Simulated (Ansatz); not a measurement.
**Run report: C₄H₆O₂, geometry relaxation**

C₄H₆O₂, SMILES C#COC(C)O, computed with RHF/STO-3G (Ansatz 0.2.0).

It belongs to a series of runs on one base structure; here: start relaxed. Figures and captions count atoms from 1; the log counts them from 0 in places.

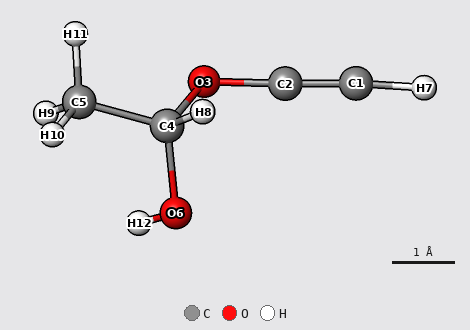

Figure 1. The structure as given in the input (ball-and-stick view, seen at a tilt; atoms are numbered from 1 in the order of the input). Bond lengths as drawn: C–C 1.14 to 1.48 Å, C–H 1.04 to 1.12 Å, C–O 1.31 to 1.51 Å and H–O 0.96 Å.

### Summary

| quantity | value |
| --- | --- |
| outcome | converged |
| total energy | −8182.4795 eV |
| mean-field energy | −8182.4795 eV |
| largest force (length of the vector) at the end | 0.025 eV/Å |
| hardware | 1 thread of Arm Neoverse V1, 24 GiB of memory available, shared host |
| wall time | 7.6 s |
| peak memory | 0.089 GiB |

### Input file
```yaml
crystal:
  periodic: [false, false, false]
  atoms:
    - { symbol: C, position_ang: [-2.5503, 0.6254, 1.3386] }
    - { symbol: C, position_ang: [-1.6983, 0.0414, 0.8455] }
    - { symbol: O, position_ang: [-0.7329, -0.6636, 0.3021] }
    - { symbol: C, position_ang: [0.4484, 0.1831, -0.1028] }
    - { symbol: C, position_ang: [1.598, -0.7077, -0.361] }
    - { symbol: O, position_ang: [0.0481, 0.8852, -1.2966] }
    - { symbol: H, position_ang: [-3.3761, 1.2287, 1.752] }
    - { symbol: H, position_ang: [0.6537, 0.9265, 0.6712] }
    - { symbol: H, position_ang: [1.3921, -1.4361, -1.0703] }
    - { symbol: H, position_ang: [2.4449, -0.0992, -0.6679] }
    - { symbol: H, position_ang: [1.871, -1.2358, 0.5887] }
    - { symbol: H, position_ang: [-0.0216, 0.1968, -1.9654] }
basis:
  gaussian: { orbitals: STO-3G }
hamiltonian:
  xc: hf
relax:
  f_tol: 0.02
  max_steps: 40
scf:
  lower_state_search: "off"
```

Launched with:
```bash
ansatz run input.yaml --threads 1 --pin off --max-ram 2048MiB --backend cpu --events-out ev --progress --plain --runs-dir out
```

### Output
```
The last accepted step is kept in [file] (removed where the run ends without a failure and the disk answers)
Engine: ansatz 0.2.0, aarch64-unknown-linux-gnu
Functional definition: HF
  exchange = exact_x
  correlation = 0
these checks for a lower state are left out or cut short: stability, starts, cluster_reference, orbital_swaps, neighbouring_geometries, increment
552 factors; integrals over basis functions are off by at most 1.3e-5 eV
mean field evaluation 1: about -8178.5838 eV, gradient 3.1e1 eV
mean field evaluation 2: about -8178.7871 eV, gradient 3.1e1 eV
mean field evaluation 4: about -8181.9453 eV, gradient 3.4e0 eV
mean field evaluation 8: about -8181.9852 eV, gradient 5.6e-2 eV
mean field -8181.98527905 eV, -300.6824130563 hartree, gradient 2.7e-6 eV, S^2 0.000000; 0 other end points of the search recorded, 0 dependent functions left out
the calculation of the forces begins
reference -8181.98527905 eV, -300.6824130563 hartree; 23, 23 occupied and 13, 13 virtual orbitals, 552 factors
relax step   1: F+E_penalty+E_count = -8181.98527905 eV  Δ(F+E_penalty+E_count) = +0.000e0 eV  max|allowed force component| = 4.794e0 eV/Å  Δτ_max = 0.0000 Å  (20 SCF iters, accepted)
these checks for a lower state are left out or cut short: stability, starts, cluster_reference, orbital_swaps, neighbouring_geometries, increment
552 factors; integrals over basis functions are off by at most 1.6e-5 eV
mean field evaluation 16: about -8182.4378 eV, gradient 3.1e-1 eV
mean field -8182.43814776 eV, -300.6990556743 hartree, gradient 1.7e-6 eV, S^2 0.000000; 0 other end points of the search recorded, 0 dependent functions left out
the calculation of the forces begins
reference -8182.43814776 eV, -300.6990556743 hartree; 23, 23 occupied and 13, 13 virtual orbitals, 552 factors
relax step   2: F+E_penalty+E_count = -8182.43814776 eV  Δ(F+E_penalty+E_count) = -4.529e-1 eV  max|allowed force component| = 1.861e0 eV/Å  Δτ_max = 0.0638 Å  (31 SCF iters, accepted)
these checks for a lower state are left out or cut short: stability, starts, cluster_reference, orbital_swaps, neighbouring_geometries, increment
552 factors; integrals over basis functions are off by at most 1.5e-5 eV
mean field -8182.47153646 eV, -300.7002826864 hartree, gradient 3.2e-6 eV, S^2 0.000000; 0 other end points of the search recorded, 0 dependent functions left out
the calculation of the forces begins
reference -8182.47153646 eV, -300.7002826864 hartree; 23, 23 occupied and 13, 13 virtual orbitals, 552 factors
relax step   3: F+E_penalty+E_count = -8182.47153646 eV  Δ(F+E_penalty+E_count) = -3.339e-2 eV  max|allowed force component| = 1.972e-1 eV/Å  Δτ_max = 0.0372 Å  (22 SCF iters, accepted)
these checks for a lower state are left out or cut short: stability, starts, cluster_reference, orbital_swaps, neighbouring_geometries, increment
552 factors; integrals over basis functions are off by at most 1.5e-5 eV
mean field evaluation 32: about -8182.4754 eV, gradient 5.2e-4 eV
mean field -8182.47542899 eV, -300.7004257344 hartree, gradient 3.1e-6 eV, S^2 0.000000; 0 other end points of the search recorded, 0 dependent functions left out
the calculation of the forces begins
reference -8182.47542899 eV, -300.7004257344 hartree; 23, 23 occupied and 13, 13 virtual orbitals, 552 factors
relax step   4: F+E_penalty+E_count = -8182.47542899 eV  Δ(F+E_penalty+E_count) = -3.893e-3 eV  max|allowed force component| = 1.374e-1 eV/Å  Δτ_max = 0.0372 Å  (21 SCF iters, accepted)
these checks for a lower state are left out or cut short: stability, starts, cluster_reference, orbital_swaps, neighbouring_geometries, increment
552 factors; integrals over basis functions are off by at most 1.5e-5 eV
mean field -8182.47810613 eV, -300.7005241173 hartree, gradient 3.1e-6 eV, S^2 0.000000; 0 other end points of the search recorded, 0 dependent functions left out
the calculation of the forces begins
reference -8182.47810613 eV, -300.7005241173 hartree; 23, 23 occupied and 13, 13 virtual orbitals, 552 factors
relax step   5: F+E_penalty+E_count = -8182.47810613 eV  Δ(F+E_penalty+E_count) = -2.677e-3 eV  max|allowed force component| = 1.210e-1 eV/Å  Δτ_max = 0.0542 Å  (21 SCF iters, accepted)
these checks for a lower state are left out or cut short: stability, starts, cluster_reference, orbital_swaps, neighbouring_geometries, increment
552 factors; integrals over basis functions are off by at most 1.5e-5 eV
mean field -8182.47861928 eV, -300.7005429752 hartree, gradient 3.1e-6 eV, S^2 0.000000; 0 other end points of the search recorded, 0 dependent functions left out
the calculation of the forces begins
reference -8182.47861928 eV, -300.7005429752 hartree; 23, 23 occupied and 13, 13 virtual orbitals, 552 factors
relax step   6: F+E_penalty+E_count = -8182.47861928 eV  Δ(F+E_penalty+E_count) = -5.132e-4 eV  max|allowed force component| = 1.311e-1 eV/Å  Δτ_max = 0.0122 Å  (22 SCF iters, accepted)
these checks for a lower state are left out or cut short: stability, starts, cluster_reference, orbital_swaps, neighbouring_geometries, increment
552 factors; integrals over basis functions are off by at most 1.5e-5 eV
mean field -8182.47938301 eV, -300.7005710420 hartree, gradient 3.1e-6 eV, S^2 0.000000; 0 other end points of the search recorded, 0 dependent functions left out
the calculation of the forces begins
reference -8182.47938301 eV, -300.7005710420 hartree; 23, 23 occupied and 13, 13 virtual orbitals, 552 factors
relax step   7: F+E_penalty+E_count = -8182.47938301 eV  Δ(F+E_penalty+E_count) = -7.637e-4 eV  max|allowed force component| = 2.493e-2 eV/Å  Δτ_max = 0.0346 Å  (21 SCF iters, accepted)
these checks for a lower state are left out or cut short: stability, starts, cluster_reference, orbital_swaps, neighbouring_geometries, increment
552 factors; integrals over basis functions are off by at most 1.5e-5 eV
mean field -8182.47945497 eV, -300.7005736865 hartree, gradient 3.2e-6 eV, S^2 0.000000; 0 other end points of the search recorded, 0 dependent functions left out
the calculation of the forces begins
reference -8182.47945497 eV, -300.7005736865 hartree; 23, 23 occupied and 13, 13 virtual orbitals, 552 factors
relax step   8: F+E_penalty+E_count = -8182.47945497 eV  Δ(F+E_penalty+E_count) = -7.196e-5 eV  max|allowed force component| = 1.829e-2 eV/Å  Δτ_max = 0.0079 Å  (22 SCF iters, accepted)
```

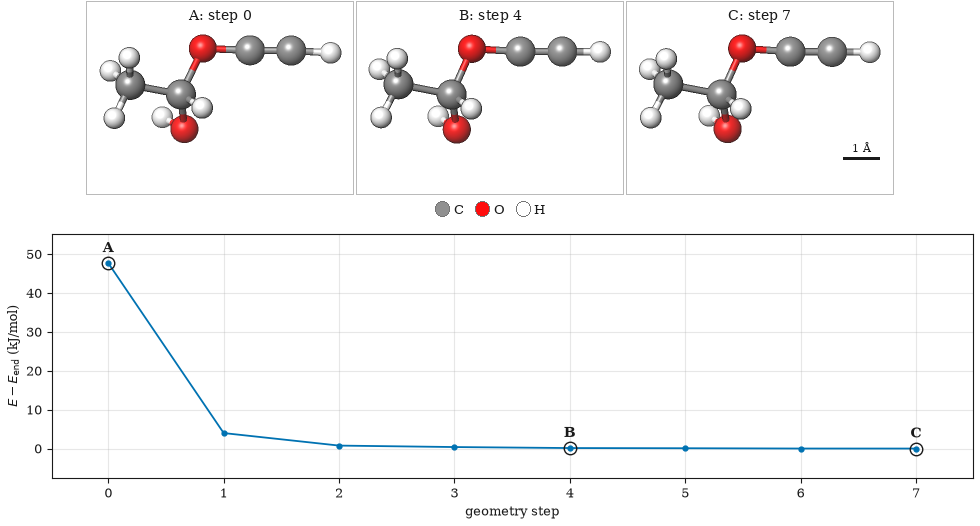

Figure 2. Frames of the relaxation (ball-and-stick view, seen at a tilt) above the curves, on which the letters mark them (the first geometry is step 0 here and step 1 in the log).

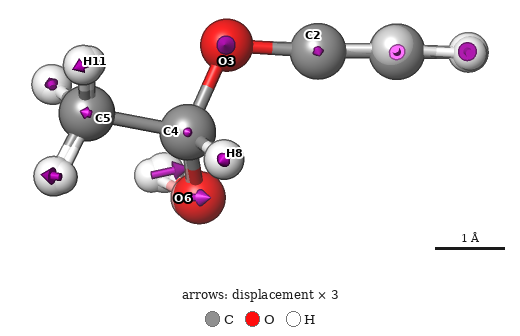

Figure 3. Start (faint) and end (solid) with the displacements as pink arrows, magnified 3 times (ball-and-stick view, seen at a tilt). The two geometries are laid on each other by the best rigid fit. After 7 geometry steps the energy has fallen by 47.7 kJ/mol. Largest force component: 4.8 eV/Å at the start, 0.018 eV/Å at the end. The largest move after the best rigid fit is that of H12, 0.20 Å. Largest moves by element: H 0.20 Å, O 0.17 Å, C 0.11 Å. Among the contacts that change: C4–C5 1.477 → 1.548 Å, O3–C4 1.509 → 1.453 Å, C5–H9 1.037 → 1.086 Å, C2–O3 1.313 → 1.358 Å. Among the angles that change: O3–C4–O6 106.1° → 110.7°, C2–C1–H7 176.2° → 179.8°, C4–C5–H9 112.9° → 110.3°. (Atoms are counted from 1 in the order of the input.)

```
Total energy: -8182.47945497 eV, -300.7005736865 hartree
Atom 0 at    -2.615802     0.655532     1.256474 Å, force     0.008835    -0.013796    -0.006792 eV/Å
Atom 1 at    -1.675793     0.084510     0.858626 Å, force    -0.011426     0.012522     0.018249 eV/Å
Atom 2 at    -0.616760    -0.648543     0.428531 Å, force     0.012630     0.009072    -0.011743 eV/Å
Atom 3 at     0.453935     0.198261    -0.070536 Å, force    -0.016298    -0.003950    -0.013585 eV/Å
Atom 4 at     1.645499    -0.745794    -0.363616 Å, force     0.010875    -0.001419     0.018288 eV/Å
Atom 5 at     0.021706     0.940985    -1.204254 Å, force    -0.003930     0.000599     0.004877 eV/Å
Atom 6 at    -3.468404     1.176828     1.615023 Å, force     0.001218     0.003273    -0.003335 eV/Å
Atom 7 at     0.732461     0.940780     0.694283 Å, force     0.002389    -0.004426     0.004225 eV/Å
Atom 8 at     1.360795    -1.495898    -1.095496 Å, force    -0.005350     0.002188    -0.001639 eV/Å
Atom 9 at     2.479345    -0.168436    -0.750673 Å, force    -0.000260    -0.000920     0.000419 eV/Å
Atom 10 at     1.951166    -1.246004     0.549585 Å, force     0.003788    -0.001918    -0.004014 eV/Å
Atom 11 at    -0.191148     0.252481    -1.883847 Å, force    -0.002470    -0.001225    -0.004950 eV/Å
Dipole moment:     0.237949    -0.081282    -0.101681 e Å
Checks for a lower state left out: stability, starts, cluster_reference, orbital_swaps, neighbouring_geometries, increment
```

### Trajectory as extended XYZ (Å, eV, eV/Å), 8 frames, from step=1 to step=8
```
12
Properties=species:S:1:pos:R:3:forces:R:3 step=1 energy=-8181.98528
C    -2.5503    0.6254    1.3386   -4.7937   3.4330   2.4452
C    -1.6983    0.0414    0.8455    1.5945  -0.6693  -0.8704
O    -0.7329   -0.6636    0.3021    3.5915  -0.7092  -1.2025
C     0.4484    0.1831   -0.1028   -4.5282   0.6113  -0.9268
C     1.5980   -0.7077   -0.3610    3.1314  -0.6901   3.4209
O     0.0481    0.8852   -1.2966    0.4559   1.5362   2.1009
H    -3.3761    1.2287    1.7520    1.4755  -1.2028  -0.6252
H     0.6537    0.9265    0.6712    0.0410   0.2140   0.2010
H     1.3921   -1.4361   -1.0703   -0.5825  -1.6039  -1.8961
H     2.4449   -0.0992   -0.6679   -0.0008  -0.1958  -0.1040
H     1.8710   -1.2358    0.5887   -0.2085   0.6880  -1.2991
H    -0.0216    0.1968   -1.9654   -0.1761  -1.4113  -1.2438
12
Properties=species:S:1:pos:R:3:forces:R:3 step=2 energy=-8182.43815
C    -2.5781    0.6481    1.3487    1.4444  -0.9194  -0.9458
C    -1.6855    0.0542    0.8528   -1.8607   1.3091   0.9845
O    -0.6856   -0.6665    0.3153    0.8474  -0.1431  -0.4392
C     0.4181    0.1925   -0.1300   -0.9823   0.1219   0.3501
C     1.6254   -0.7310   -0.3328    0.6123  -0.1882  -0.0672
O     0.0391    0.9315   -1.2908    0.1475  -0.3540   0.1964
H    -3.3854    1.2065    1.7459   -0.1109   0.0081   0.1474
H     0.6173    0.9362    0.6551    0.1620   0.0651  -0.0003
H     1.4112   -1.4847   -1.0809   -0.0522  -0.0458  -0.1247
H     2.4773   -0.1403   -0.6540    0.0140  -0.0032  -0.0924
H     1.8932   -1.2350    0.5903   -0.1570   0.0613   0.0693
H    -0.0699    0.2332   -1.9857   -0.0646   0.0881  -0.0782
12
Properties=species:S:1:pos:R:3:forces:R:3 step=3 energy=-8182.47154
C    -2.5877    0.6476    1.3300    0.1118  -0.0514  -0.1972
C    -1.6914    0.0664    0.8526   -0.0276   0.0888   0.0207
O    -0.6695   -0.6585    0.3306    0.0661  -0.0276   0.0263
C     0.4224    0.1960   -0.1123   -0.1322   0.0368   0.0604
C     1.6355   -0.7338   -0.3395    0.0786  -0.1411  -0.1333
O     0.0439    0.9290   -1.2706   -0.0317  -0.0783  -0.1304
H    -3.4060    1.1934    1.7238   -0.0820   0.0070   0.1159
H     0.6496    0.9420    0.6658    0.0273  -0.0032  -0.0218
H     1.3984   -1.4884   -1.0872    0.0118   0.0739   0.0794
H     2.4867   -0.1523   -0.6812   -0.0373   0.0187   0.0034
H     1.8960   -1.2307    0.5874    0.0170  -0.0452   0.0631
H    -0.1009    0.2341   -1.9652   -0.0018   0.1216   0.1135
12
Properties=species:S:1:pos:R:3:forces:R:3 step=4 energy=-8182.47543
C    -2.5928    0.6487    1.3126   -0.1001   0.0715  -0.0665
C    -1.6878    0.0712    0.8501    0.1374  -0.0423  -0.0460
O    -0.6558   -0.6560    0.3479   -0.0663  -0.0001   0.0718
C     0.4294    0.1975   -0.1044    0.0386  -0.0110   0.0088
C     1.6398   -0.7391   -0.3424   -0.0155  -0.0046  -0.0746
O     0.0401    0.9341   -1.2574   -0.0035  -0.0212  -0.0394
H    -3.4206    1.1874    1.7020    0.0028  -0.0321   0.0556
H     0.6713    0.9429    0.6700   -0.0060  -0.0070  -0.0069
H     1.3910   -1.4923   -1.0853    0.0097   0.0190   0.0290
H     2.4852   -0.1567   -0.6959   -0.0016  -0.0066   0.0096
H     1.9093   -1.2358    0.5837    0.0040  -0.0003   0.0080
H    -0.1321    0.2427   -1.9469    0.0006   0.0349   0.0505
12
Properties=species:S:1:pos:R:3:forces:R:3 step=5 energy=-8182.47811
C    -2.6054    0.6536    1.2845   -0.0397   0.0100  -0.0548
C    -1.6839    0.0792    0.8497    0.0541   0.0010   0.0234
O    -0.6370   -0.6521    0.3838   -0.0867   0.0042   0.0548
C     0.4420    0.1972   -0.0876    0.1210  -0.0157  -0.0674
C     1.6463   -0.7440   -0.3530   -0.0833   0.0539   0.0645
O     0.0348    0.9387   -1.2316   -0.0153   0.0113  -0.0075
H    -3.4471    1.1816    1.6621    0.0509  -0.0369   0.0024
H     0.7029    0.9414    0.6819   -0.0093  -0.0168   0.0079
H     1.3797   -1.4967   -1.0885   -0.0036  -0.0147  -0.0129
H     2.4857   -0.1639   -0.7238   -0.0033  -0.0021   0.0065
H     1.9326   -1.2401    0.5694    0.0068   0.0081  -0.0342
H    -0.1735    0.2499   -1.9127    0.0086  -0.0022   0.0176
12
Properties=species:S:1:pos:R:3:forces:R:3 step=6 energy=-8182.47862
C    -2.6046    0.6554    1.2764   -0.0792   0.0404  -0.0106
C    -1.6802    0.0796    0.8510    0.0247  -0.0381   0.0194
O    -0.6335   -0.6551    0.3937   -0.0380   0.0052   0.0376
C     0.4419    0.1957   -0.0828    0.1311  -0.0144  -0.0299
C     1.6450   -0.7430   -0.3555   -0.0549   0.0377   0.0334
O     0.0263    0.9371   -1.2228   -0.0053   0.0246  -0.0286
H    -3.4467    1.1838    1.6510    0.0307  -0.0210   0.0007
H     0.7055    0.9392    0.6868   -0.0115  -0.0220  -0.0007
H     1.3755   -1.4945   -1.0915    0.0004  -0.0096  -0.0049
H     2.4820   -0.1615   -0.7293   -0.0004  -0.0014   0.0038
H     1.9368   -1.2406    0.5639    0.0078  -0.0009  -0.0179
H    -0.1710    0.2483   -1.9068   -0.0055  -0.0005  -0.0025
12
Properties=species:S:1:pos:R:3:forces:R:3 step=7 energy=-8182.47938
C    -2.6140    0.6565    1.2592    0.0012  -0.0137  -0.0108
C    -1.6769    0.0844    0.8559   -0.0009  -0.0019   0.0249
O    -0.6197   -0.6499    0.4222   -0.0181   0.0138  -0.0046
C     0.4518    0.1974   -0.0733    0.0176  -0.0144   0.0169
C     1.6463   -0.7457   -0.3613   -0.0134   0.0162  -0.0143
O     0.0215    0.9405   -1.2077    0.0122   0.0009   0.0106
H    -3.4647    1.1783    1.6219    0.0095   0.0003  -0.0069
H     0.7277    0.9387    0.6939   -0.0033   0.0037  -0.0125
H     1.3641   -1.4958   -1.0941    0.0036  -0.0018   0.0001
H     2.4798   -0.1666   -0.7467    0.0017  -0.0055   0.0000
H     1.9515   -1.2457    0.5523   -0.0103   0.0078  -0.0025
H    -0.1903    0.2525   -1.8882    0.0002  -0.0055  -0.0008
12
Properties=species:S:1:pos:R:3:forces:R:3 step=8 energy=-8182.47945
C    -2.6158    0.6555    1.2565    0.0088  -0.0138  -0.0068
C    -1.6758    0.0845    0.8586   -0.0114   0.0125   0.0182
O    -0.6168   -0.6485    0.4285    0.0126   0.0091  -0.0117
C     0.4539    0.1983   -0.0705   -0.0163  -0.0040  -0.0136
C     1.6455   -0.7458   -0.3636    0.0109  -0.0014   0.0183
O     0.0217    0.9410   -1.2043   -0.0039   0.0006   0.0049
H    -3.4684    1.1768    1.6150    0.0012   0.0033  -0.0033
H     0.7325    0.9408    0.6943    0.0024  -0.0044   0.0042
H     1.3608   -1.4959   -1.0955   -0.0053   0.0022  -0.0016
H     2.4793   -0.1684   -0.7507   -0.0003  -0.0009   0.0004
H     1.9512   -1.2460    0.5496    0.0038  -0.0019  -0.0040
H    -0.1911    0.2525   -1.8838   -0.0025  -0.0012  -0.0050
```
